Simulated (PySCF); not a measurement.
# NSF3 (SMILES N#S(F)(F)F) at HF/ccECP-cc-pVDZ (core potential)

Aim: the vertical ionisation energy of NSF3 at HF/ccECP-cc-pVDZ (core potential), from 2 runs. 

Program for the calculation: PySCF 2.14.0.

### 1 The system as given

NSF3 has 5 atoms, charge 0, and is taken as a singlet. As SMILES, `N#S(F)(F)F`. The shape is that of a PBE0-D4/def2-TZVP optimisation.

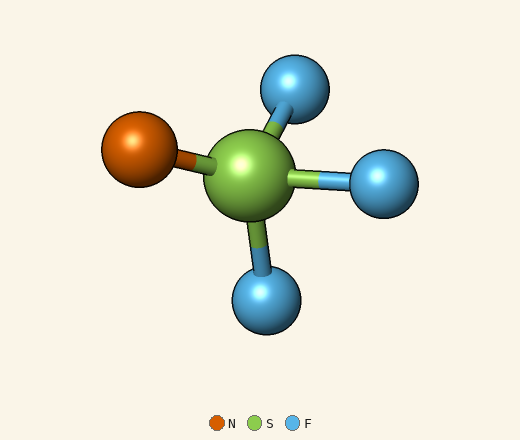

Viewed from a chosen angle; nitrogen orange, sulfur green, fluorine blue.

### 2 A single-point energy at HF/ccECP-cc-pVDZ (core potential)

File input.xyz:

```xyz
5

N     -0.349630    -0.004150     1.591380
S     -0.047340    -0.000560     0.215490
F      1.023370    -0.939300    -0.408980
F     -1.108620    -0.317610    -0.875740
F      0.482210     1.261610    -0.522150
```

File calc.py:

```python
from pyscf import gto, scf

molecule = gto.M(
    atom='input.xyz',
    verbose=4,
    max_memory=1860,
    basis='ccecp-cc-pvdz',
    ecp={'N': 'ccecp', 'S': 'ccecp', 'F': 'ccecp'},
)

mf = scf.RHF(molecule)
mf.conv_tol = 1e-10
mf.kernel()
if not mf.converged:
    mf = mf.newton().run(mf.mo_coeff, mf.mo_occ)

e_tot = mf.e_tot
print(f'total energy: {e_tot:.8f} hartree')
```

On the command line:

```bash
$ OMP_NUM_THREADS=1 python calc.py
```

Output:

```text
PySCF version 2.14.0

[INPUT] num. atoms = 5
[INPUT] num. electrons = 32
[INPUT] charge = 0
[INPUT] spin (= nelec alpha-beta = 2S) = 0
[INPUT] symmetry False subgroup None
[INPUT] Mole.unit = angstrom
[INPUT] Symbol           X                Y                Z      unit          X                Y                Z       unit  Magmom
[INPUT]  1 N     -0.349630000000  -0.004150000000   1.591380000000 AA   -0.660704944932  -0.007842363417   3.007272360110 Bohr   0.0
[INPUT]  2 S     -0.047340000000  -0.000560000000   0.215490000000 AA   -0.089459634737  -0.001058246630   0.407217082583 Bohr   0.0
[INPUT]  3 F      1.023370000000  -0.939300000000  -0.408980000000 AA    1.933889024096  -1.775019748804  -0.772860190425 Bohr   0.0
[INPUT]  4 F     -1.108620000000  -0.317610000000  -0.875740000000 AA   -2.094988176215  -0.600195914423  -1.654908756327 Bohr   0.0
[INPUT]  5 F      0.482210000000   1.261610000000  -0.522150000000 AA    0.911244834527   2.384097376013  -0.986720495942 Bohr   0.0

nuclear repulsion = 109.799574312485
number of shells = 25
number of NR pGTOs = 241
number of NR cGTOs = 65
basis = ccecp-cc-pvdz
ecp = {'N': 'ccecp', 'S': 'ccecp', 'F': 'ccecp'}

******** <class 'pyscf.scf.hf.RHF'> ********
method = RHF
initial guess = minao
damping factor = 0
level_shift factor = 0
DIIS = <class 'pyscf.scf.diis.CDIIS'>
diis_start_cycle = 1
diis_space = 8
diis_damp = 0
SCF conv_tol = 1e-10
SCF conv_tol_grad = None
SCF max_cycles = 50
direct_scf = True
direct_scf_tol = 1e-13
Set gradient conv threshold to 1e-05
Initial guess from minao.
init E= -92.0995102103418
  HOMO = -0.376850924329908  LUMO = 0.0709632830300739  gap/eV = 12.18565
cycle= 1 E= -91.248141566083  delta_E= 0.851  |g|= 0.94  |ddm|= 3.45
  HOMO = -0.508394301801446  LUMO = 0.0282928947588243  gap/eV = 14.60400
cycle= 2 E= -91.3459839864778  delta_E= -0.0978  |g|= 0.637  |ddm|= 1.46
  HOMO = -0.514510998284044  LUMO = 0.122559247404257  gap/eV = 17.33556
cycle= 3 E= -91.4301864208437  delta_E= -0.0842  |g|= 0.0937  |ddm|= 0.696
  HOMO = -0.490550678991978  LUMO = 0.133625970161685  gap/eV = 16.98471
cycle= 4 E= -91.4322784593353  delta_E= -0.00209  |g|= 0.0294  |ddm|= 0.15
  HOMO = -0.493670784862905  LUMO = 0.138123786832111  gap/eV = 17.19201
cycle= 5 E= -91.4325992275842  delta_E= -0.000321  |g|= 0.00881  |ddm|= 0.0503
  HOMO = -0.493939354572411  LUMO = 0.13704711098998  gap/eV = 17.17002
cycle= 6 E= -91.4326397990516  delta_E= -4.06e-05  |g|= 0.00262  |ddm|= 0.0219
  HOMO = -0.493270541993188  LUMO = 0.137390307709734  gap/eV = 17.16116
cycle= 7 E= -91.4326457723465  delta_E= -5.97e-06  |g|= 0.000673  |ddm|= 0.0104
  HOMO = -0.493345503652187  LUMO = 0.137340238868314  gap/eV = 17.16183
cycle= 8 E= -91.4326461037229  delta_E= -3.31e-07  |g|= 0.000171  |ddm|= 0.00221
  HOMO = -0.49332341297272  LUMO = 0.137341755576283  gap/eV = 17.16127
cycle= 9 E= -91.4326461243913  delta_E= -2.07e-08  |g|= 2.91e-05  |ddm|= 0.000583
  HOMO = -0.49332794360255  LUMO = 0.1373348927255  gap/eV = 17.16121
cycle= 10 E= -91.4326461249507  delta_E= -5.59e-10  |g|= 5.74e-06  |ddm|= 8.85e-05
  HOMO = -0.493327599377216  LUMO = 0.137334876336949  gap/eV = 17.16120
cycle= 11 E= -91.4326461249706  delta_E= -1.98e-11  |g|= 8.02e-07  |ddm|= 1.73e-05
  HOMO = -0.493327538782901  LUMO = 0.137334980653108  gap/eV = 17.16120
Extra cycle  E= -91.4326461249702  delta_E= 3.69e-13  |g|= 3.1e-07  |ddm|= 1.44e-06
converged SCF energy = -91.4326461249702
total energy: -91.43264612 hartree
```

Run time: 6.3 s. Hardware: 1 thread of Arm Neoverse N1, shared host; peak memory 0.12 GiB.

### 3 The doublet cation at the same level

File job.py:

```python
from pyscf import gto

mol = gto.M(
    atom=[
    ('N', (-0.349630, -0.004150, 1.591380)),
    ('S', (-0.047340, -0.000560, 0.215490)),
    ('F', (1.023370, -0.939300, -0.408980)),
    ('F', (-1.108620, -0.317610, -0.875740)),
    ('F', (0.482210, 1.261610, -0.522150)),
],
    max_memory=1860,
    ecp='ccecp',
    spin=1,
    charge=1,
    verbose=4,
    basis='ccecp-cc-pvdz',
)

myscf = mol.UHF()
myscf.conv_tol = 1e-10
myscf.kernel()
if not myscf.converged:
    myscf = myscf.newton().run(myscf.mo_coeff, myscf.mo_occ)

energy = myscf.e_tot
print(f'total energy: {energy:.8f} hartree')
```

On the command line:

```bash
$ OMP_NUM_THREADS=1 python job.py
```

Output:

```text
PySCF version 2.14.0

[INPUT] num. atoms = 5
[INPUT] num. electrons = 31
[INPUT] charge = 1
[INPUT] spin (= nelec alpha-beta = 2S) = 1
[INPUT] symmetry False subgroup None
[INPUT] Mole.unit = angstrom
[INPUT] Symbol           X                Y                Z      unit          X                Y                Z       unit  Magmom
[INPUT]  1 N     -0.349630000000  -0.004150000000   1.591380000000 AA   -0.660704944932  -0.007842363417   3.007272360110 Bohr   0.0
[INPUT]  2 S     -0.047340000000  -0.000560000000   0.215490000000 AA   -0.089459634737  -0.001058246630   0.407217082583 Bohr   0.0
[INPUT]  3 F      1.023370000000  -0.939300000000  -0.408980000000 AA    1.933889024096  -1.775019748804  -0.772860190425 Bohr   0.0
[INPUT]  4 F     -1.108620000000  -0.317610000000  -0.875740000000 AA   -2.094988176215  -0.600195914423  -1.654908756327 Bohr   0.0
[INPUT]  5 F      0.482210000000   1.261610000000  -0.522150000000 AA    0.911244834527   2.384097376013  -0.986720495942 Bohr   0.0

nuclear repulsion = 109.799574312485
number of shells = 25
number of NR pGTOs = 241
number of NR cGTOs = 65
basis = ccecp-cc-pvdz
ecp = ccecp

[... 19 lines left out ...]
WARN: beta  nocc = 15  HOMO -0.376852109825128 >= LUMO -0.376850924329908
[... 82 lines left out ...]
converged SCF energy = -91.0056164434719  <S^2> = 0.75983032  2S+1 = 2.0098063
total energy: -91.00561644 hartree
```

It took 7.2 s on 1 thread of Arm Neoverse N1, shared host; peak memory 0.14 GiB.

### 4 Outcome

At HF/ccECP-cc-pVDZ (core potential):

| quantity | value |
| --- | --- |
| singlet NSF3: total energy | -91.43265 Eh |
| singlet NSF3: dipole moment | 1.76 D |
| singlet NSF3: HOMO energy | -13.42 eV |
| singlet NSF3: LUMO energy | 3.74 eV |
| singlet NSF3: HOMO–LUMO gap | 17.16 eV |
| doublet cation: total energy | -91.00562 Eh |
| doublet cation: HOMO energy (highest over α and β) | -22.28 eV |
| doublet cation: LUMO energy (lowest over α and β) | -10.20 eV |
| doublet cation: ⟨S²⟩ | 0.760 |
| vertical ionisation energy (to the doublet cation) | 11.620 eV |

Removing an electron at fixed nuclei costs 11.62 eV (268 kcal/mol). −ε(HOMO) before ionisation, 13.42 eV, is 1.80 eV above this ionisation energy.
